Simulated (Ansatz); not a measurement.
## Electronic structure of H₂OSi···H₂ in real space

Input file:

```
crystal:
  periodic: [false, false, false]
  atoms:
    - { symbol: Si, position_ang: [-0.144911, -0.468007, 0.677675] }
    - { symbol: H, position_ang: [0.121531, 1.136062, -1.503575] }
    - { symbol: O, position_ang: [1.280798, -0.874414, 0.272325] }
    - { symbol: H, position_ang: [0.59969, 0.689536, -1.243224] }
    - { symbol: H, position_ang: [-1.388121, -1.13822, 0.186557] }
    - { symbol: H, position_ang: [-0.468887, 0.654944, 1.610342] }
magnetization:
  spin_polarized: true
basis:
  gaussian: { orbitals: def2-SVP }
hamiltonian:
  xc: r2scan
  dispersion: d4
relax:
  f_tol: 0.03
  max_steps: 50
output:
  orbitals: {}
```

Command:

```sh
ansatz run input.yaml --threads 2 --pin off --max-ram 3072MiB --backend cpu --events-out ev --progress --plain --runs-dir out
```

The fields are those of the relaxed geometry.

Level of theory: UKS r2SCAN-D4/def2-SVP in Ansatz.

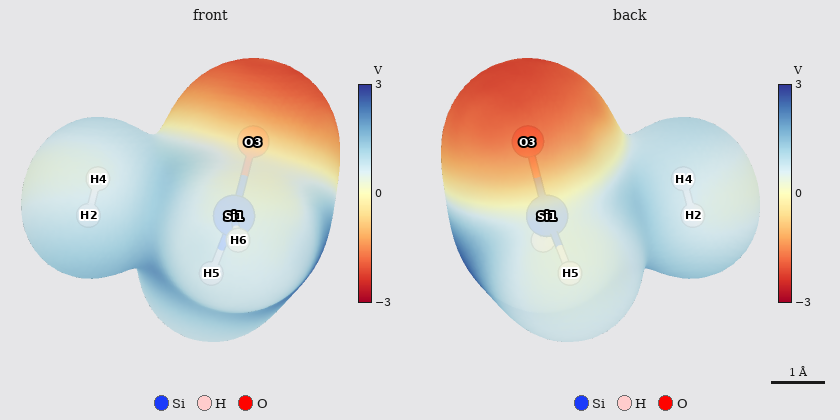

Figure 1. The electrostatic potential painted on the density surface at 0.002 e/bohr³, seen from the front and from behind; red is negative and blue positive.

Q: Describe the electrostatic potential map.

A: The most negative region (about −2.2 V) lies over O3, the most positive (about +2.5 V) over Si1. O3 is the likeliest acceptor of a hydrogen bond.

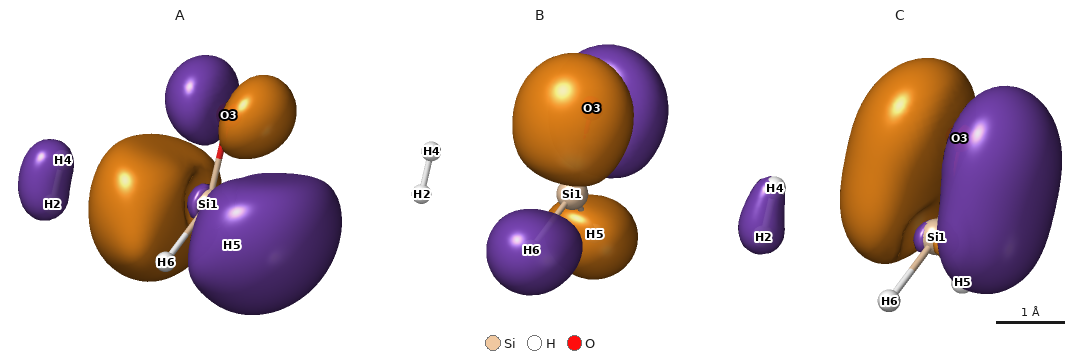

Figure 2. Three frontier orbitals at ±0.1 Å⁻³ᐟ² (orange and purple are the two phases), in no order.

Q: Which picture is the HOMO−1, the HOMO and the LUMO?

A: C is the HOMO−1 (−7.77 eV). Its weight (Hirshfeld) is mainly on O3 (about 70 %) and Si1 (about 25 %). B is the HOMO (−6.75 eV). It lies mainly on O3 (about 75 %); largely a lone pair of O3. A is the LUMO (−2.39 eV). It lies mainly on Si1 (about 65 %) and O3 (about 20 %).

Q: What is the HOMO–LUMO gap?

A: 4.36 eV between the orbital energies.

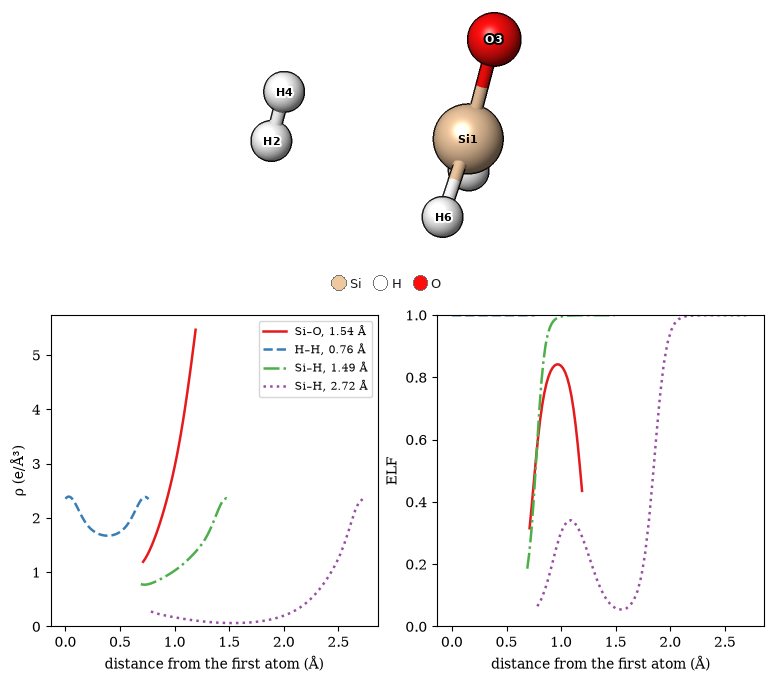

Figure 3. Electron density and electron localisation function along straight lines between neighbouring atoms. The curves leave out the atomic cores. The structure is drawn too.

Q: What can be read from the curves?

A: Si–O (1.54 Å): ρ is about 1.4 e/Å³ halfway; the ELF peaks at about 0.85 between the atoms: a polar covalent bond.
H–H (0.76 Å): ρ at the midpoint is about 1.7 e/Å³; the ELF peaks at about 1 between the atoms.
Si–H (1.49 Å): the density is about 0.77 e/Å³ at the midpoint; the ELF climbs to about 1 towards the hydrogen, as it does in any bond to H.
Si1···H4 (2.72 Å): the density falls to about 0.06 e/Å³ on the way; the ELF dips to about 0.05 between them.
